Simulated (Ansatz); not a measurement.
**Y on Cu(110): change of the work function**

Wanted: Δφ(θ) for Y/Cu(110), starting from the longbridge site.

Main program and level: Ansatz 0.2.0; plane-wave DFT, PBE, Ansatz PAW, in the first sound run; inputs show where later runs differ.

### Step 1. Set-up

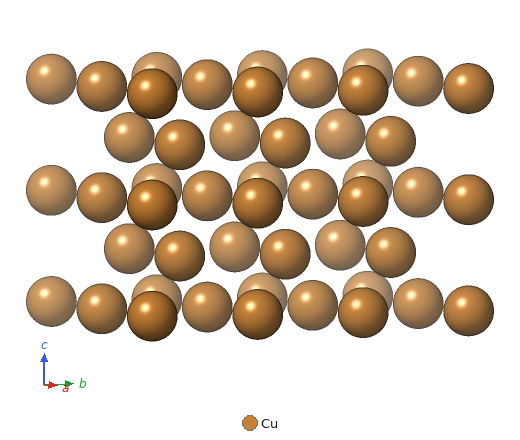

Start, viewed from the side, with the c axis up; copper orange. 2×3×1 cells are drawn. Some periodic images of atoms are drawn too.

The cell holds 5 atoms: 5 Cu. Its edges and angles: a = 3.610 Å, b = 2.553 Å, c = 23.105 Å, α = 90.0°, β = 90.0°, γ = 90.0°. Vacuum lies along c.

### Step 2. The clean slab

The bare slab comes first, as the zero from which every change is counted. The two lowest layers are held at bulk places and the upper ones relax. The dipole correction removes the false field that a one-sided slab makes across the periodic vacuum, so each face gets a flat vacuum level of its own.

input.yaml

```yaml
crystal:
  lattice:
    - [3.61, 0.0, 0.0]
    - [0.0, 2.5526554801, 0.0]
    - [0.0, 0.0, 23.1053109602]
  atoms:
    - { symbol: Cu, position: [0.0, 0.0, 0.3895208342] }
    - { symbol: Cu, position: [0.5, 0.5, 0.4447604171] }
    - { symbol: Cu, position: [0.0, 0.0, 0.5] }
    - { symbol: Cu, position: [0.5, 0.5, 0.5552395829] }
    - { symbol: Cu, position: [0.0, 0.0, 0.6104791658] }
kpoints:
  mp_grid: { grid: [8, 12, 1] }
hamiltonian:
  xc: pbe
scf:
  occupations: { method: fermi_dirac, width: 0.1 }
  convergence: { dr2_threshold: 1.0e-08 }
efield:
  axis: 3
  dipole_correction: true
  ramp_position: 0.97
  ramp_width: 0.06
relax:
  f_tol: 0.02
  max_steps: 60
  constraints: [{ sites: [0, 1] }]
output:
  write_potential: true
  write_density: true
  volumetric_format: npy
```

Command:

```sh
$ ansatz run input.yaml --threads 4 --pin off --max-ram 12288MiB --backend cpu --events-out ev --progress --plain --runs-dir out
```

Numbers of over 12 decimals in the logs are rounded to 6 here.

The log of the run:

```text
Engine: ansatz 0.2.0, aarch64-unknown-linux-gnu
Pseudopotentials: kind: paw
Pseudopotential: Cu, paw, valence charge 19, recommended cutoff 420 eV (normal), Cu.paw.azcp
Functional definition: PBE
  parameter kappa = 0.804
  parameter beta = 0.066725
  exchange = pbe_x(kappa = kappa, mu = beta*pi^2/3)
  correlation = pbe_c(beta = beta)
Crystal: 5 atoms, lattice volume = 212.917 Å³
Basis set: ecut = 420 eV, 4169 PW (Γ), exchange–correlation on 50×36×320 points (8 copies of the dense FFT grid, shifted against one another)
Bands: 57, of which v1, the nominal top of the filled ones, is band 48 counted from 1 (47 counted from 0)
Symmetry: 4 space group operations
k-points: 35 of 96
Non-local potential: Cu, projectors of the file, l = 0: 3, l = 1: 2, l = 2: 3, l = 3: 1
PAW form: soft (Blöchl's): semilocal exchange-correlation on the pseudo side does not see the compensation charge
PAW one-centre angular grid: Cu, 590 points (default); XC on 64 Gauss nodes
Initial density: superposition of atomic densities (neutral atoms: chi_scale 0, normalization atom), corrected by the library's trained network
Initial wavefunctions: pseudopotential atomic-orbital guess
Functional: x = pbe(κ = 0.804, μ = 0.219515), c = pbe(β = 0.066725)
SCF iter   1: F=—  HF=-33124.037434 eV  |F-HF|=—  |Δ(HF+E_count)|=         —  Δρ=1.82e-3  dr2=2.63e-2  ethr=1.77e-3  p=0.000 e·Å  D=5.34e-14 V/Å  ΔV_dip=-0.00 eV  dr2_dipole=5.91e-9  V_vac-E_F(+/−)=4.25/4.25 eV  ⟨swp⟩=8.6  Hψ=8681  notcnv=0  defer=23
efield: sawtooth ramp at fractional position 0.9700 (set: `efield.ramp_position`, or a place that a band, a saddle search or an elastic batch's reference lends), width 0.0600; the density the first Hamiltonian is built on has a dipole p = 0.000 e·Å; the dipole correction subtracts the counter field D = 5.34e-14 V/Å, which shifts the + side's vacuum level by -0.00 eV against the − side's; the planar-averaged density in the ramp window peaks in size at 5.8e-6 e/Å³
preconditioner: auto → LDOS  [metal: Δε(μ)=0.017 eV  Ē_g=7.516 eV  σ=0.100 eV  W_gap=0.04  n_scr=38 (ndim 8)  ℏωp=18.9 eV  f_vac=0.661  D(μ)=2.06/eV (n_scr^D=8)  β→1.0]
SCF iter   2: F=—  HF=-33124.049891 eV  |F-HF|=—  |Δ(HF+E_count)|=   1.25e-2  Δρ=4.44e-3  dr2=2.76e-2  ethr=2.77e-5  p=0.000 e·Å  D=2.59e-5 V/Å  ΔV_dip=-0.00 eV  dr2_dipole=2.93e-8  V_vac-E_F(+/−)=4.33/4.34 eV  ⟨swp⟩=2.6  Hψ=4282  notcnv=0  defer=66
SCF iter   3: F=—  HF=-33124.047902 eV  |F-HF|=—  |Δ(HF+E_count)|=   1.99e-3  Δρ=3.60e-3  dr2=1.50e-2  ethr=2.77e-5  p=-0.000 e·Å  D=-9.72e-6 V/Å  ΔV_dip=0.00 eV  dr2_dipole=2.58e-9  V_vac-E_F(+/−)=4.33/4.33 eV  ⟨swp⟩=2.0  Hψ=3841  notcnv=0  defer=66
SCF iter   4: F=—  HF=-33124.044301 eV  |F-HF|=—  |Δ(HF+E_count)|=   3.60e-3  Δρ=4.61e-4  dr2=2.81e-4  ethr=1.58e-5  p=-0.000 e·Å  D=-3.52e-6 V/Å  ΔV_dip=0.00 eV  dr2_dipole=5.91e-10  V_vac-E_F(+/−)=4.30/4.30 eV  ⟨swp⟩=2.0  Hψ=2892  notcnv=0  defer=66
SCF iter   5: F=—  HF=-33124.044289 eV  |F-HF|=—  |Δ(HF+E_count)|=   1.29e-5  Δρ=3.59e-4  dr2=1.81e-4  ethr=2.96e-7  p=-0.000 e·Å  D=-1.40e-7 V/Å  ΔV_dip=0.00 eV  dr2_dipole=5.71e-10  V_vac-E_F(+/−)=4.30/4.30 eV  ⟨swp⟩=2.9  Hψ=4118  notcnv=0  defer=62
SCF iter   6: F=—  HF=-33124.044269 eV  |F-HF|=—  |Δ(HF+E_count)|=   1.97e-5  Δρ=1.08e-4  dr2=1.67e-5  ethr=1.91e-7  p=0.000 e·Å  D=2.63e-8 V/Å  ΔV_dip=-0.00 eV  dr2_dipole=1.92e-10  V_vac-E_F(+/−)=4.30/4.30 eV  ⟨swp⟩=2.0  Hψ=2619  notcnv=0  defer=62
SCF iter   7: F=—  HF=-33124.044270 eV  |F-HF|=—  |Δ(HF+E_count)|=   9.84e-7  Δρ=6.33e-5  dr2=5.88e-6  ethr=1.76e-8  p=0.000 e·Å  D=2.54e-7 V/Å  ΔV_dip=-0.00 eV  dr2_dipole=8.34e-11  V_vac-E_F(+/−)=4.30/4.30 eV  ⟨swp⟩=2.0  Hψ=2852  notcnv=0  defer=62
SCF iter   8: F=—  HF=-33124.044208 eV  |F-HF|=—  |Δ(HF+E_count)|=   6.13e-5  Δρ=2.08e-5  dr2=6.14e-7  ethr=6.19e-9  p=-0.000 e·Å  D=-7.44e-8 V/Å  ΔV_dip=0.00 eV  dr2_dipole=4.70e-11  V_vac-E_F(+/−)=4.30/4.30 eV  ⟨swp⟩=2.0  Hψ=2698  notcnv=0  defer=61
SCF iter   9: F=—  HF=-33124.044209 eV  |F-HF|=—  |Δ(HF+E_count)|=   8.03e-7  Δρ=6.78e-6  dr2=6.55e-8  ethr=6.47e-10  p=0.000 e·Å  D=2.56e-7 V/Å  ΔV_dip=-0.00 eV  dr2_dipole=3.86e-13  V_vac-E_F(+/−)=4.30/4.30 eV  ⟨swp⟩=2.0  Hψ=2905  notcnv=0  defer=60
SCF iter  10: F=-33124.044209 eV  HF=-33124.044209 eV  |F-HF|=2.41e-8  |Δ(HF+E_count)|=   2.21e-7  Δρ=1.92e-6  dr2=5.90e-9  ethr=1.05e-11  p=-0.000 e·Å  D=-2.01e-7 V/Å  ΔV_dip=0.00 eV  dr2_dipole=4.73e-14  V_vac-E_F(+/−)=4.30/4.30 eV  ⟨swp⟩=7.6  Hψ=13797  notcnv=0
SCF 1 converged in 10 iterations: F = -33124.044209 eV  dr2 = 5.90e-9
  greatest PAW one-centre occupation: 1.000 electrons in one spin orbital (limit 2), on the Cu atom at site 0 (counted from 0), in its partial waves of l = 0
relax step   1: F+E_penalty+E_count = -33124.04420945 eV  Δ(F+E_penalty+E_count) = +0.000e0 eV  max|allowed force component| = 4.112e-1 eV/Å  Δτ_max = 0.0000 Å  (10 SCF iters, accepted)
Initial density: handed on by an earlier stage of this run
Initial wavefunctions: those handed on with the density
iter 1 solved again at ethr=2.52e-6 eV; its pass at ethr=3.10e-3 eV (dr2=2.39e-3 eV) is discarded
SCF iter   1: F=—  HF=-33124.056752 eV  |F-HF|=—  |Δ(HF+E_count)|=         —  Δρ=1.52e-3  dr2=2.38e-3  ethr=2.52e-6  p=-0.000 e·Å  D=-7.08e-7 V/Å  ΔV_dip=0.00 eV  dr2_dipole=1.28e-5  V_vac-E_F(+/−)=4.30/4.30 eV  ⟨swp⟩=2.6  Hψ=6273  notcnv=0  defer=68
efield: sawtooth ramp at fractional position 0.9700 (set: `efield.ramp_position`, or a place that a band, a saddle search or an elastic batch's reference lends), width 0.0600; the density the first Hamiltonian is built on has a dipole p = -0.000 e·Å; the dipole correction subtracts the counter field D = -7.08e-7 V/Å, which shifts the + side's vacuum level by +0.00 eV against the − side's; the planar-averaged density in the ramp window peaks in size at 8.1e-6 e/Å³
preconditioner: auto → LDOS  [metal: Δε(μ)=0.044 eV  Ē_g=7.594 eV  σ=0.100 eV  W_gap=0.11  n_scr=38 (ndim 8)  ℏωp=18.9 eV  f_vac=0.661  D(μ)=2.01/eV (n_scr^D=8)  β→1.0]
SCF iter   2: F=—  HF=-33124.057103 eV  |F-HF|=—  |Δ(HF+E_count)|=   3.51e-4  Δρ=2.07e-3  dr2=5.53e-3  ethr=2.50e-6  p=-0.003 e·Å  D=-2.37e-3 V/Å  ΔV_dip=0.05 eV  dr2_dipole=7.98e-5  V_vac-E_F(+/−)=4.35/4.30 eV  ⟨swp⟩=2.1  Hψ=3639  notcnv=0  defer=68  recentre
SCF iter   3: F=—  HF=-33124.056214 eV  |F-HF|=—  |Δ(HF+E_count)|=   8.89e-4  Δρ=1.02e-3  dr2=1.26e-3  ethr=2.50e-6  p=-0.000 e·Å  D=-2.14e-4 V/Å  ΔV_dip=0.00 eV  dr2_dipole=1.25e-6  V_vac-E_F(+/−)=4.30/4.30 eV  ⟨swp⟩=2.0  Hψ=3609  notcnv=0  defer=68
[...]
SCF iter   9: F=—  HF=-33124.055881 eV  |F-HF|=—  |Δ(HF+E_count)|=   4.83e-8  Δρ=3.06e-6  dr2=2.20e-8  ethr=8.12e-11  p=-0.001 e·Å  D=-5.33e-4 V/Å  ΔV_dip=0.01 eV  dr2_dipole=2.36e-9  V_vac-E_F(+/−)=4.31/4.30 eV  ⟨swp⟩=2.0  Hψ=2867  notcnv=0  defer=68
SCF iter  10: F=-33124.055881 eV  HF=-33124.055881 eV  |F-HF|=5.48e-9  |Δ(HF+E_count)|=   2.07e-9  Δρ=1.29e-6  dr2=5.27e-9  ethr=1.05e-11  p=-0.001 e·Å  D=-5.33e-4 V/Å  ΔV_dip=0.01 eV  dr2_dipole=9.30e-10  V_vac-E_F(+/−)=4.31/4.30 eV  ⟨swp⟩=8.7  Hψ=12278  notcnv=0
SCF 2 converged in 10 iterations: F = -33124.055881 eV  dr2 = 5.27e-9
relax step   2: F+E_penalty+E_count = -33124.05588087 eV  Δ(F+E_penalty+E_count) = -1.167e-2 eV  max|allowed force component| = 2.805e-1 eV/Å  Δτ_max = 0.0209 Å  (10 SCF iters, accepted)
SCF iter   1: F=—  HF=-33124.068633 eV  |F-HF|=—  |Δ(HF+E_count)|=         —  Δρ=2.95e-3  dr2=8.60e-3  ethr=9.41e-5  p=-0.001 e·Å  D=-5.33e-4 V/Å  ΔV_dip=0.01 eV  dr2_dipole=4.11e-5  V_vac-E_F(+/−)=4.31/4.30 eV  ⟨swp⟩=4.8  Hψ=4732  notcnv=0  defer=67
efield: sawtooth ramp at fractional position 0.9700 (set: `efield.ramp_position`, or a place that a band, a saddle search or an elastic batch's reference lends), width 0.0600; the density the first Hamiltonian is built on has a dipole p = -0.001 e·Å; the dipole correction subtracts the counter field D = -5.33e-4 V/Å, which shifts the + side's vacuum level by +0.01 eV against the − side's; the planar-averaged density in the ramp window peaks in size at 8.9e-6 e/Å³
preconditioner: auto → LDOS  [metal: Δε(μ)=0.051 eV  Ē_g=7.608 eV  σ=0.100 eV  W_gap=0.13  n_scr=38 (ndim 8)  ℏωp=18.9 eV  f_vac=0.663  D(μ)=1.97/eV (n_scr^D=8)  β→1.0]
SCF iter   2: F=—  HF=-33124.069013 eV  |F-HF|=—  |Δ(HF+E_count)|=   3.80e-4  Δρ=3.65e-3  dr2=1.76e-2  ethr=9.05e-6  p=-0.006 e·Å  D=-5.35e-3 V/Å  ΔV_dip=0.12 eV  dr2_dipole=1.39e-4  V_vac-E_F(+/−)=4.42/4.30 eV  ⟨swp⟩=2.4  Hψ=4218  notcnv=0  defer=69
SCF iter   3: F=—  HF=-33124.067462 eV  |F-HF|=—  |Δ(HF+E_count)|=   1.55e-3  Δρ=2.87e-3  dr2=1.03e-2  ethr=9.05e-6  p=-0.001 e·Å  D=-7.34e-4 V/Å  ΔV_dip=0.02 eV  dr2_dipole=4.26e-6  V_vac-E_F(+/−)=4.32/4.30 eV  ⟨swp⟩=2.2  Hψ=3708  notcnv=0  defer=69
SCF iter   4: F=—  HF=-33124.065518 eV  |F-HF|=—  |Δ(HF+E_count)|=   1.94e-3  Δρ=9.84e-4  dr2=1.27e-3  ethr=9.05e-6  p=-0.001 e·Å  D=-9.99e-4 V/Å  ΔV_dip=0.02 eV  dr2_dipole=1.43e-5  V_vac-E_F(+/−)=4.32/4.30 eV  ⟨swp⟩=2.0  Hψ=2678  notcnv=0  defer=69
SCF iter   5: F=—  HF=-33124.065252 eV  |F-HF|=—  |Δ(HF+E_count)|=   2.66e-4  Δρ=3.00e-4  dr2=1.10e-4  ethr=1.34e-6  p=-0.002 e·Å  D=-1.72e-3 V/Å  ΔV_dip=0.04 eV  dr2_dipole=1.33e-6  V_vac-E_F(+/−)=4.34/4.30 eV  ⟨swp⟩=2.0  Hψ=2828  notcnv=0  defer=69
SCF iter   6: F=—  HF=-33124.065235 eV  |F-HF|=—  |Δ(HF+E_count)|=   1.67e-5  Δρ=2.84e-5  dr2=2.45e-6  ethr=1.16e-7  p=-0.002 e·Å  D=-1.91e-3 V/Å  ΔV_dip=0.04 eV  dr2_dipole=5.27e-7  V_vac-E_F(+/−)=4.34/4.30 eV  ⟨swp⟩=2.0  Hψ=3116  notcnv=0  defer=69
SCF iter   7: F=—  HF=-33124.065176 eV  |F-HF|=—  |Δ(HF+E_count)|=   5.93e-5  Δρ=4.93e-5  dr2=4.13e-6  ethr=2.58e-9  p=-0.002 e·Å  D=-1.96e-3 V/Å  ΔV_dip=0.05 eV  dr2_dipole=3.05e-7  V_vac-E_F(+/−)=4.35/4.30 eV  ⟨swp⟩=3.1  Hψ=4057  notcnv=0  defer=68
SCF iter   8: F=—  HF=-33124.065176 eV  |F-HF|=—  |Δ(HF+E_count)|=   6.90e-8  Δρ=2.53e-5  dr2=1.28e-6  ethr=2.58e-9  p=-0.002 e·Å  D=-1.97e-3 V/Å  ΔV_dip=0.05 eV  dr2_dipole=1.10e-7  V_vac-E_F(+/−)=4.35/4.30 eV  ⟨swp⟩=2.0  Hψ=2816  notcnv=0  defer=68
SCF iter   9: F=—  HF=-33124.065176 eV  |F-HF|=—  |Δ(HF+E_count)|=   9.01e-8  Δρ=9.27e-6  dr2=2.02e-7  ethr=1.35e-9  p=-0.002 e·Å  D=-1.98e-3 V/Å  ΔV_dip=0.05 eV  dr2_dipole=1.57e-8  V_vac-E_F(+/−)=4.35/4.30 eV  ⟨swp⟩=2.1  Hψ=2466  notcnv=0  defer=68
SCF iter  10: F=—  HF=-33124.065176 eV  |F-HF|=—  |Δ(HF+E_count)|=   2.73e-8  Δρ=3.05e-6  dr2=2.70e-8  ethr=2.12e-10  p=-0.002 e·Å  D=-1.97e-3 V/Å  ΔV_dip=0.05 eV  dr2_dipole=3.25e-9  V_vac-E_F(+/−)=4.35/4.30 eV  ⟨swp⟩=2.0  Hψ=2753  notcnv=0  defer=68
SCF iter  11: F=-33124.065176 eV  HF=-33124.065176 eV  |F-HF|=4.52e-8  |Δ(HF+E_count)|=   9.03e-8  Δρ=1.20e-6  dr2=3.78e-9  ethr=1.05e-11  p=-0.002 e·Å  D=-1.97e-3 V/Å  ΔV_dip=0.05 eV  dr2_dipole=2.91e-10  V_vac-E_F(+/−)=4.35/4.30 eV  ⟨swp⟩=9.0  Hψ=13186  notcnv=0
SCF 3 converged in 11 iterations: F = -33124.065176 eV  dr2 = 3.78e-9
relax step   3: F+E_penalty+E_count = -33124.06517577 eV  Δ(F+E_penalty+E_count) = -9.295e-3 eV  max|allowed force component| = 5.219e-3 eV/Å  Δτ_max = 0.0400 Å  (11 SCF iters, accepted)
NSCF: frozen V_eff on 35 k-points
the search or the solves at the SCF's close seem to have found levels that the self-consistency loop had missed (the run counts 3). By its estimate they hold under 1e-12 electrons; where the run keeps them, the occupations were computed again with them
WARN: The output density's exchange-correlation potential varies sharply where the density is thin. Do not read a vacuum level from v_tot or v_xc, or from such a field of the output density. On a cell that repeats whose density bears no net charge and no dipole along the vacuum's axis use v_es (v_loc + v_h of the components); under efield.dipole_correction with no amplitude use v_es + v_field, which holds any externa [...]
SCF converged after 11 iterations
Free energy (F): -33124.065176 eV
Harris-Foulkes:  -33124.065176 eV  (|F-HF|=4.52e-8)
Internal energy: -33124.002237 eV  (E = F + TS)
E sigma→0 (E₀):  -33124.033706 eV
Entropy (-TS):   -0.062939 eV (-12.588 meV/atom)
Fermi energy:    1.564038 eV
Dipole field:    D = -0.001993 V/Å  (p = -0.002346 e·Å, saw-weighted, corrected)
Work function:   Φ+ = 4.3459 eV   Φ− = 4.2998 eV
Levels:          The Fermi level and band energies are counted from a zero that moves with the ramp; work functions are not
--- Per-component energies (eV) ---
  E_band       = -3219.265394
  E_kinetic    = 1497.694829
  E_local      = -201451.182222  (includes V_loc(G=0)·N_el)
  E_nonlocal   = 1959.851697
  E_hartree    = 98811.997756
  E_xc         = -443.263429
  E_vxc        = -571.589956  (∫ρ·V_xc dr)
  E_paw        = -8324.516314  (= ΣΔE_a)
  E_vpaw       = -2278.033758  (= ΣTr[D̂ρ^β])
  E_aug_tail   = 0.001382  (compensation charges beyond the density's cutoff)
  E_efield     = 0.000002  (sawtooth field / dipole correction)
  E_vefield    = -0.000040  (∫n·V_field dr)
  E_ewald      = 74825.414063
  E_smearing   = -0.062939  (= −TS)
  E_closure    = 0.000000  (closes the sum)
  Σ components = -33124.065176   (vs F -33124.065176, Δ=0.00e0)
--- Forces (eV/Å), atoms counted from 1 ---
  atom   1  Cu     0.00000000     0.00000000     0.33797123
  atom   2  Cu     0.00000000     0.00000000    -0.34048931
  atom   3  Cu     0.00000000     0.00000000    -0.00521914
  atom   4  Cu     0.00000000     0.00000000     0.00317911
  atom   5  Cu     0.00000000     0.00000000     0.00457216
  max |Σ_I F_I| component: 1.40e-5 eV/Å
--- Band table (eV; the first three rows and the last of 35) ---
  k-point 0: bands = [... 44 lower, 0.0178, 0.0972, 0.1930, 0.3336, 2.0637, 4.2560, 4.5680, 5.7951, ... 5 higher]
  k-point 1: bands = [... 44 lower, -0.0133, 0.0869, 0.1463, 0.4130, 2.2303, 4.5856, 4.7283, 5.9535, ... 5 higher]
  k-point 2: bands = [... 44 lower, -0.0566, -0.0196, 0.1762, 0.6274, 2.7033, 5.1940, 5.4589, 6.4246, ... 5 higher]
  k-point 34: bands = [... 44 lower, 0.2328, 1.7728, 1.9942, 4.1660, 4.6101, 5.5823, 5.7070, 6.3197, ... 5 higher]
--- Relaxed structure (3 steps of the walk, 3 accepted, 0 SCFs on fresh bases) ---
  F+E_penalty+E_count = -33124.06517577 eV   max|allowed force component| = 5.219e-3 eV/Å
  atoms:
    - { symbol: Cu, position: [0.0, 0.0, 0.3895208342] }
    - { symbol: Cu, position: [0.5, 0.5, 0.4447604171] }
    - { symbol: Cu, position: [0.0, 0.0, 0.499852] }
    - { symbol: Cu, position: [0.5, 0.5, 0.557720] }
    - { symbol: Cu, position: [0.0, 0.0, 0.608096] }
```

The job ended after 30 s (4 threads of Arm Neoverse V2, shared host; peak memory 0.7 GiB; 2 min of CPU time).

Relaxation path:

| step | energy less that of the first step (eV) | largest force component (eV/Å) |
| --- | --- | --- |
| 1 | 0.0000 | 0.4112 |
| 2 | -0.0117 | 0.2805 |
| 3 | -0.0210 | 0.0052 |

Forces are held to the 4 operations that the run works with; a distortion that breaks them can't arise in this run.

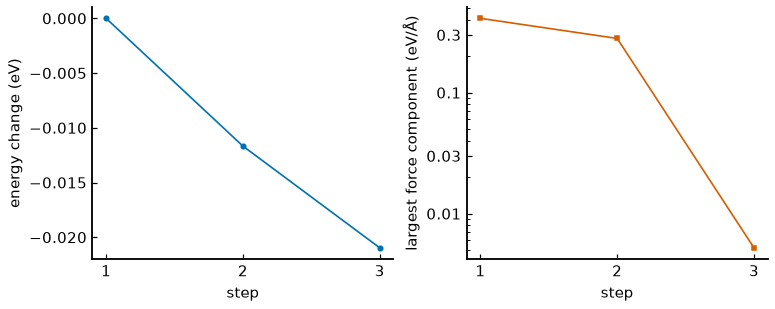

Energy and largest force along the relaxation.

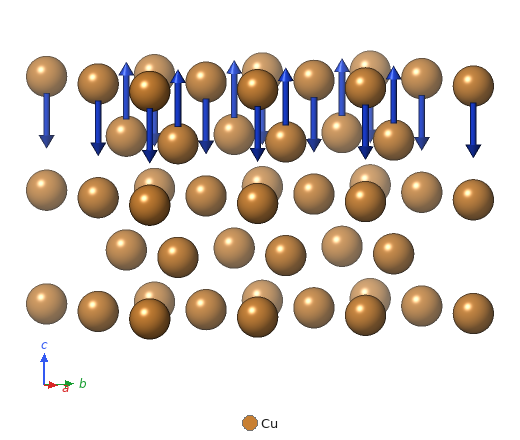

Displacements in the relaxation, exaggerated; the longest in the cell stands for 0.06 Å. 2×3×1 cells are drawn. Some periodic images of atoms are drawn too.

The atoms that moved most (Å):

| atom | dx | dy | dz | length |
| --- | --- | --- | --- | --- |
| Cu4 | 0.000 | 0.000 | 0.057 | 0.057 |
| Cu5 | 0.000 | 0.000 | -0.055 | 0.055 |

This step gave:

```
energy at zero smearing        : -33124.0337 eV
work function, upper face      : 4.346 eV
work function, lower face      : 4.300 eV
dipole along the normal        : -0.002346 e·Å
step between the vacuum levels : 0.04607 eV
```

Running mean over 1.276 Å of the planar mean; the ramp of the sawtooth is left out. The electron's electrostatic potential energy less the Fermi level by z:

| z (Å) | electron's electrostatic potential energy less the Fermi level (eV) |
| --- | --- |
| 4 | 4.30 |
| 5 | 4.30 |
| 6 | 4.28 |
| 7 | 4.06 |
| 8 | 0.903 |
| 9 | -7.51 |
| 10 | -8.72 |
| 11 | -8.87 |
| 12 | -8.33 |
| 13 | -9.33 |
| 14 | -8.38 |
| 15 | 0.514 |
| 16 | 4.08 |
| 17 | 4.32 |
| 18 | 4.34 |
| 19 | 4.35 |
| 20 | 4.35 |

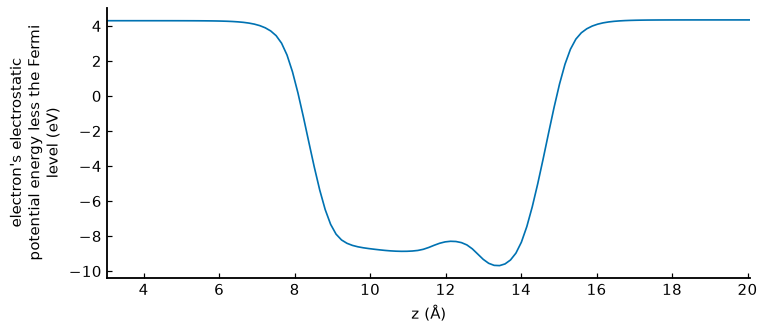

Electron's electrostatic potential energy less the Fermi level, plotted against z.

The relaxation took 3 steps and lowered the energy by 0.021 eV; the largest force on the free atoms ends at 0.0052 eV/Å.

The work function of the upper face is 4.35 eV.

(Part 1 of 5 ends here.)

[Logs are printed without paths, hosts, clocks, repeated set-up lines and the standing remarks that a program may print on its own settings, such as how far it seeks lower states.]

[Hosts, paths, dates, database ids (printed as entryN), source tags and the programs' standing remarks are cut or masked in the printed files.]

[Maps of the electrostatic potential energy from Ansatz leave out the sawtooth potential of an applied field or a dipole correction, so their vacuum need not be flat; planar profiles and work functions include it.]
